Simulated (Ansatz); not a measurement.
C₃H₉FTi: geometry relaxation (part 2 of 2)

The same run, continued: C₃H₉FTi, SMILES [CH3][Ti]([CH3])([CH3])[F]; RKS PBE-D4/def2-SVP (Ansatz 0.2.0). The geometry: force-field start.

Geometry of the input (Å):
```
C  -1.6622  1.0426  0.0631
Ti 0.2493  0.3327  -0.3630
C  1.3350  0.2247  1.4508
C  0.1705  -1.6119  -1.2221
F  1.1489  1.5007  -1.6098
H  -2.3415  0.2840  0.4518
H  -1.6161  1.9062  0.8031
H  -2.1227  1.4946  -0.8910
H  1.7654  1.2455  1.7614
H  0.7063  -0.1311  2.3028
H  2.2019  -0.4849  1.3596
H  -0.6857  -2.1799  -0.6832
H  1.0132  -2.1287  -1.1155
H  -0.1752  -1.5237  -2.2792
```

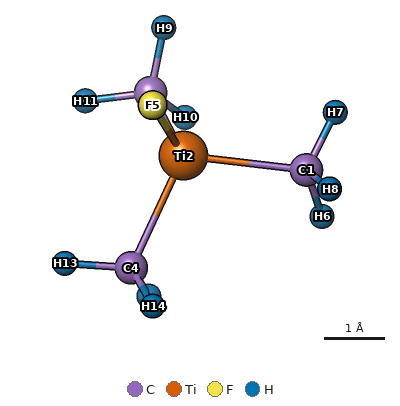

Figure 1. The geometry at step 12 of the log (ball-and-stick view, seen at a tilt; atoms are numbered from 1 in the order of the input).

Trajectory as extended XYZ, continued
```
14
Properties=species:S:1:pos:R:3:forces:R:3 step=5 energy=-29071.29411
C    -1.6213    1.0658    0.0302    0.0094   0.0003  -0.0029
Ti    0.2759    0.3532   -0.3731    0.0019   0.0148  -0.0101
C     1.3099    0.2206    1.4096   -0.0070  -0.0078  -0.0060
C     0.1130   -1.5448   -1.1728    0.0098  -0.0283   0.0138
F     1.1025    1.4227   -1.4884   -0.0039  -0.0121   0.0090
H    -2.2419    0.2486    0.4590    0.0043   0.0002   0.0000
H    -1.5482    1.8918    0.7719   -0.0010  -0.0005  -0.0011
H    -2.1077    1.4508   -0.8914    0.0002  -0.0028   0.0028
H     1.7019    1.2082    1.7326   -0.0020   0.0004   0.0008
H     0.6118   -0.1682    2.1843    0.0007  -0.0007  -0.0012
H     2.1588   -0.4891    1.2993   -0.0002   0.0022   0.0017
H    -0.6303   -2.1156   -0.5715    0.0211   0.0087  -0.0111
H     1.0927   -2.0712   -1.1319   -0.0322   0.0245  -0.0017
H    -0.2301   -1.5018   -2.2290   -0.0009   0.0010   0.0061
14
Properties=species:S:1:pos:R:3:forces:R:3 step=6 energy=-29071.29476
C    -1.6163    1.0755    0.0257   -0.0012  -0.0133   0.0040
Ti    0.2775    0.3564   -0.3768    0.0046   0.0115  -0.0043
C     1.3025    0.2144    1.4105   -0.0136  -0.0096  -0.0011
C     0.1104   -1.5437   -1.1707    0.0245  -0.0502   0.0150
F     1.1134    1.4190   -1.4921   -0.0038  -0.0123   0.0097
H    -2.2265    0.2575    0.4690    0.0034   0.0079  -0.0035
H    -1.5432    1.9093    0.7585   -0.0010  -0.0001  -0.0062
H    -2.1136    1.4452   -0.8963    0.0026   0.0008   0.0042
H     1.6820    1.2021    1.7482   -0.0006  -0.0027  -0.0004
H     0.6001   -0.1890    2.1744    0.0071   0.0040  -0.0063
H     2.1584   -0.4871    1.3014   -0.0004   0.0063   0.0006
H    -0.5953   -2.1351   -0.5434    0.0321   0.0313  -0.0300
H     1.1056   -2.0440   -1.1639   -0.0508   0.0255  -0.0038
H    -0.2679   -1.5100   -2.2156   -0.0028   0.0009   0.0221
14
Properties=species:S:1:pos:R:3:forces:R:3 step=7 energy=-29071.29524
C    -1.6119    1.0793    0.0196   -0.0087  -0.0103   0.0051
Ti    0.2816    0.3578   -0.3767   -0.0009   0.0036  -0.0111
C     1.2975    0.2105    1.4148   -0.0108  -0.0060   0.0075
C     0.1084   -1.5417   -1.1696    0.0265  -0.0689   0.0047
F     1.1263    1.4137   -1.4916   -0.0031  -0.0057   0.0092
H    -2.2180    0.2639    0.4737    0.0055   0.0108  -0.0057
H    -1.5401    1.9213    0.7432   -0.0018  -0.0001  -0.0064
H    -2.1133    1.4368   -0.9051    0.0041   0.0007   0.0058
H     1.6629    1.1997    1.7643   -0.0016  -0.0083  -0.0020
H     0.5944   -0.2080    2.1701    0.0114   0.0059  -0.0087
H     2.1625   -0.4798    1.3054   -0.0015   0.0062   0.0012
H    -0.5621   -2.1461   -0.5155    0.0435   0.0428  -0.0447
H     1.1117   -2.0255   -1.2049   -0.0715   0.0285  -0.0029
H    -0.3129   -1.5111   -2.1990    0.0088   0.0007   0.0479
14
Properties=species:S:1:pos:R:3:forces:R:3 step=8 energy=-29071.29575
C    -1.6099    1.0843    0.0133   -0.0089  -0.0063   0.0024
Ti    0.2831    0.3582   -0.3767    0.0063  -0.0015   0.0054
C     1.2924    0.2054    1.4180   -0.0058   0.0019   0.0120
C     0.1112   -1.5421   -1.1668    0.0114  -0.0791  -0.0196
F     1.1356    1.4125   -1.4867    0.0016  -0.0004   0.0004
H    -2.2162    0.2729    0.4739    0.0028   0.0073  -0.0044
H    -1.5390    1.9328    0.7294   -0.0003  -0.0030  -0.0058
H    -2.1108    1.4341   -0.9146    0.0027  -0.0002   0.0048
H     1.6461    1.1957    1.7767   -0.0033  -0.0097  -0.0036
H     0.5916   -0.2263    2.1678    0.0099   0.0051  -0.0092
H     2.1657   -0.4740    1.3066   -0.0043   0.0047  -0.0010
H    -0.5240   -2.1569   -0.4866    0.0510   0.0491  -0.0556
H     1.1180   -2.0137   -1.2483   -0.0883   0.0362   0.0020
H    -0.3565   -1.5120   -2.1772    0.0253  -0.0041   0.0721
14
Properties=species:S:1:pos:R:3:forces:R:3 step=9 energy=-29071.29626
C    -1.6070    1.0819    0.0063   -0.0026   0.0049   0.0004
Ti    0.2890    0.3574   -0.3730   -0.0168  -0.0030  -0.0055
C     1.2913    0.2058    1.4251   -0.0024   0.0001   0.0097
C     0.1088   -1.5405   -1.1668    0.0036  -0.0742  -0.0292
F     1.1457    1.4099   -1.4812    0.0043   0.0039  -0.0013
H    -2.2163    0.2729    0.4667    0.0043   0.0025  -0.0026
H    -1.5394    1.9333    0.7192   -0.0009  -0.0018  -0.0019
H    -2.1032    1.4292   -0.9251    0.0033  -0.0019   0.0032
H     1.6380    1.1972    1.7876   -0.0024  -0.0089  -0.0030
H     0.5921   -0.2331    2.1720    0.0072   0.0033  -0.0056
H     2.1694   -0.4673    1.3127   -0.0019   0.0020   0.0015
H    -0.4968   -2.1624   -0.4667    0.0465   0.0437  -0.0505
H     1.1139   -2.0055   -1.2898   -0.0776   0.0306   0.0051
H    -0.3985   -1.5081   -2.1583    0.0354  -0.0009   0.0798
14
Properties=species:S:1:pos:R:3:forces:R:3 step=10 energy=-29071.29669
C    -1.6067    1.0875   -0.0004    0.0011   0.0056  -0.0055
Ti    0.2886    0.3579   -0.3728    0.0095  -0.0057   0.0071
C     1.2855    0.2010    1.4281   -0.0006   0.0046   0.0052
C     0.1145   -1.5418   -1.1629   -0.0141  -0.0785  -0.0551
F     1.1534    1.4098   -1.4754    0.0024   0.0018  -0.0022
H    -2.2194    0.2800    0.4576   -0.0018  -0.0030   0.0006
H    -1.5409    1.9396    0.7118   -0.0002  -0.0035  -0.0014
H    -2.0974    1.4348   -0.9347   -0.0009  -0.0009   0.0027
H     1.6297    1.1919    1.7940   -0.0014  -0.0027  -0.0008
H     0.5874   -0.2421    2.1731    0.0010   0.0012  -0.0025
H     2.1657   -0.4691    1.3143   -0.0028   0.0006  -0.0018
H    -0.4473   -2.1752   -0.4365    0.0474   0.0463  -0.0585
H     1.1185   -1.9924   -1.3399   -0.0935   0.0417   0.0135
H    -0.4444   -1.5109   -2.1276    0.0537  -0.0074   0.0985
14
Properties=species:S:1:pos:R:3:forces:R:3 step=11 energy=-29071.29714
C    -1.6036    1.0855   -0.0050    0.0028   0.0074  -0.0041
Ti    0.2935    0.3571   -0.3711   -0.0131   0.0022  -0.0023
C     1.2844    0.2028    1.4331   -0.0010   0.0001   0.0025
C     0.1114   -1.5408   -1.1637   -0.0023  -0.0717  -0.0419
F     1.1601    1.4084   -1.4732    0.0028  -0.0003  -0.0002
H    -2.2174    0.2764    0.4488    0.0006  -0.0031   0.0005
H    -1.5406    1.9355    0.7098   -0.0001  -0.0016   0.0001
H    -2.0917    1.4350   -0.9397    0.0014  -0.0012   0.0018
H     1.6290    1.1935    1.7988   -0.0003  -0.0023  -0.0009
H     0.5836   -0.2386    2.1764    0.0013   0.0006  -0.0009
H     2.1636   -0.4689    1.3218    0.0001  -0.0010   0.0008
H    -0.4256   -2.1811   -0.4256    0.0383   0.0406  -0.0481
H     1.1132   -1.9828   -1.3689   -0.0772   0.0320   0.0120
H    -0.4728   -1.5113   -2.1126    0.0466  -0.0017   0.0808
14
Properties=species:S:1:pos:R:3:forces:R:3 step=12 energy=-29071.29775
C    -1.6026    1.0885   -0.0107   -0.0005   0.0025  -0.0015
Ti    0.2944    0.3579   -0.3709   -0.0013   0.0001  -0.0051
C     1.2801    0.2012    1.4362   -0.0033  -0.0010   0.0014
C     0.1134   -1.5407   -1.1621    0.0083  -0.0584  -0.0189
F     1.1674    1.4059   -1.4712   -0.0006  -0.0016   0.0028
H    -2.2178    0.2760    0.4354    0.0004  -0.0001  -0.0005
H    -1.5421    1.9334    0.7103   -0.0006  -0.0011  -0.0006
H    -2.0871    1.4439   -0.9450    0.0011   0.0002   0.0018
H     1.6317    1.1900    1.8001    0.0007  -0.0006   0.0001
H     0.5742   -0.2329    2.1790    0.0018   0.0012  -0.0002
H     2.1542   -0.4779    1.3284   -0.0010   0.0003  -0.0002
H    -0.3817   -2.1925   -0.4055    0.0266   0.0338  -0.0391
H     1.1125   -1.9648   -1.4102   -0.0604   0.0247   0.0110
H    -0.5094   -1.5173   -2.0849    0.0289   0.0000   0.0491
14
Properties=species:S:1:pos:R:3:forces:R:3 step=13 energy=-29071.29820
C    -1.6007    1.0902   -0.0167   -0.0041  -0.0019   0.0007
Ti    0.2965    0.3572   -0.3708   -0.0018   0.0046  -0.0014
C     1.2751    0.2012    1.4401   -0.0028  -0.0010   0.0027
C     0.1155   -1.5417   -1.1611    0.0083  -0.0482  -0.0141
F     1.1746    1.4037   -1.4686   -0.0007  -0.0025   0.0027
H    -2.2192    0.2733    0.4173    0.0017   0.0031  -0.0021
H    -1.5433    1.9269    0.7142    0.0004  -0.0019  -0.0019
H    -2.0797    1.4562   -0.9496    0.0015   0.0005   0.0014
H     1.6371    1.1879    1.7994    0.0003  -0.0019  -0.0011
H     0.5633   -0.2213    2.1841    0.0031   0.0018  -0.0018
H     2.1417   -0.4883    1.3372   -0.0010   0.0005   0.0001
H    -0.3337   -2.2044   -0.3859    0.0224   0.0313  -0.0403
H     1.1092   -1.9468   -1.4566   -0.0561   0.0182   0.0112
H    -0.5493   -1.5233   -2.0541    0.0289  -0.0025   0.0439
14
Properties=species:S:1:pos:R:3:forces:R:3 step=14 energy=-29071.29799 accepted=F
C    -1.6019    1.0923   -0.0206    0.0071  -0.0002  -0.0113
Ti    0.2950    0.3567   -0.3704    0.0143   0.0005   0.0033
C     1.2717    0.1990    1.4416    0.0010   0.0013  -0.0118
C     0.1203   -1.5435   -1.1592    0.0041   0.1081   0.0267
F     1.1769    1.4022   -1.4658   -0.0007  -0.0009   0.0010
H    -2.2251    0.2749    0.4038   -0.0102  -0.0123   0.0056
H    -1.5454    1.9231    0.7164    0.0014   0.0069   0.0067
H    -2.0745    1.4669   -0.9532   -0.0023   0.0023  -0.0035
H     1.6429    1.1835    1.7962    0.0050   0.0126   0.0034
H     0.5573   -0.2134    2.1875   -0.0121  -0.0066   0.0120
H     2.1320   -0.4984    1.3415    0.0025  -0.0035  -0.0036
H    -0.2946   -2.2098   -0.3761   -0.0449  -0.0723   0.0858
H     1.1034   -1.9337   -1.4870    0.1022  -0.0380  -0.0351
H    -0.5707   -1.5290   -2.0261   -0.0674   0.0020  -0.0792
14
Properties=species:S:1:pos:R:3:forces:R:3 step=15 energy=-29071.29852
C    -1.6010    1.0902   -0.0195   -0.0010  -0.0010  -0.0006
Ti    0.2968    0.3572   -0.3700    0.0006  -0.0009  -0.0018
C     1.2737    0.2009    1.4418   -0.0019   0.0008   0.0014
C     0.1173   -1.5420   -1.1602    0.0039  -0.0002   0.0000
F     1.1773    1.4029   -1.4664   -0.0005  -0.0005   0.0014
H    -2.2219    0.2726    0.4095    0.0004   0.0009  -0.0011
H    -1.5445    1.9239    0.7147   -0.0002   0.0000   0.0003
H    -2.0768    1.4606   -0.9523    0.0005   0.0006   0.0002
H     1.6403    1.1868    1.7988    0.0005  -0.0008  -0.0003
H     0.5608   -0.2171    2.1871    0.0009   0.0008  -0.0001
H     2.1374   -0.4923    1.3396   -0.0004  -0.0003  -0.0002
H    -0.3150   -2.2076   -0.3803    0.0017   0.0000  -0.0009
H     1.1054   -1.9413   -1.4744   -0.0036   0.0005  -0.0016
H    -0.5628   -1.5242   -2.0397   -0.0009   0.0001   0.0032
14
Properties=species:S:1:pos:R:3:forces:R:3 step=16 energy=-29071.29880
C    -1.6003    1.0910   -0.0253   -0.0017   0.0008  -0.0009
Ti    0.2982    0.3566   -0.3690    0.0019  -0.0013  -0.0014
C     1.2701    0.2012    1.4457    0.0015  -0.0001   0.0003
C     0.1199   -1.5428   -1.1589    0.0006  -0.0092  -0.0099
F     1.1829    1.4014   -1.4629   -0.0003  -0.0003   0.0009
H    -2.2258    0.2696    0.3896   -0.0005   0.0005  -0.0007
H    -1.5471    1.9156    0.7194   -0.0001  -0.0012  -0.0011
H    -2.0687    1.4735   -0.9569    0.0015  -0.0003   0.0021
H     1.6486    1.1846    1.7965    0.0005   0.0000  -0.0001
H     0.5522   -0.2036    2.1933   -0.0005   0.0000   0.0009
H     2.1254   -0.5032    1.3478   -0.0025   0.0013   0.0000
H    -0.2706   -2.2177   -0.3644    0.0081   0.0084  -0.0163
H     1.1001   -1.9260   -1.5168   -0.0239   0.0053   0.0056
H    -0.5977   -1.5294   -2.0094    0.0153  -0.0040   0.0206
14
Properties=species:S:1:pos:R:3:forces:R:3 step=17 energy=-29071.29876 accepted=F
C    -1.5986    1.0902   -0.0320   -0.0060   0.0016   0.0027
Ti    0.3012    0.3550   -0.3676   -0.0064   0.0001   0.0010
C     1.2656    0.2033    1.4514    0.0029  -0.0009   0.0060
C     0.1223   -1.5438   -1.1587   -0.0050  -0.0523  -0.0267
F     1.1901    1.3996   -1.4581    0.0010   0.0007  -0.0007
H    -2.2309    0.2644    0.3643    0.0053   0.0074  -0.0037
H    -1.5492    1.9028    0.7264   -0.0003  -0.0057  -0.0054
H    -2.0569    1.4892   -0.9618    0.0028  -0.0023   0.0054
H     1.6595    1.1841    1.7933   -0.0028  -0.0069  -0.0022
H     0.5416   -0.1841    2.2027    0.0056   0.0031  -0.0059
H     2.1100   -0.5151    1.3595   -0.0040   0.0030   0.0023
H    -0.2178   -2.2305   -0.3486    0.0255   0.0406  -0.0611
H     1.0902   -1.9092   -1.5699   -0.0748   0.0199   0.0287
H    -0.6400   -1.5352   -1.9721    0.0564  -0.0083   0.0597
14
Properties=species:S:1:pos:R:3:forces:R:3 step=18 energy=-29071.29898
C    -1.5997    1.0903   -0.0284   -0.0007   0.0002   0.0004
Ti    0.2995    0.3555   -0.3681   -0.0019   0.0011   0.0010
C     1.2680    0.2027    1.4486    0.0004   0.0000   0.0014
C     0.1214   -1.5434   -1.1589   -0.0014  -0.0075  -0.0028
F     1.1860    1.4008   -1.4600    0.0003  -0.0001  -0.0003
H    -2.2293    0.2668    0.3761    0.0009   0.0012  -0.0011
H    -1.5482    1.9082    0.7238    0.0001  -0.0014  -0.0010
H    -2.0623    1.4822   -0.9590    0.0007  -0.0002   0.0005
H     1.6553    1.1847    1.7939   -0.0006  -0.0016  -0.0006
H     0.5472   -0.1922    2.1989    0.0009   0.0009  -0.0013
H     2.1172   -0.5095    1.3537   -0.0007  -0.0001   0.0007
H    -0.2449   -2.2243   -0.3583    0.0062   0.0062  -0.0098
H     1.0943   -1.9187   -1.5427   -0.0115   0.0032   0.0033
H    -0.6172   -1.5323   -1.9908    0.0073  -0.0019   0.0095
```
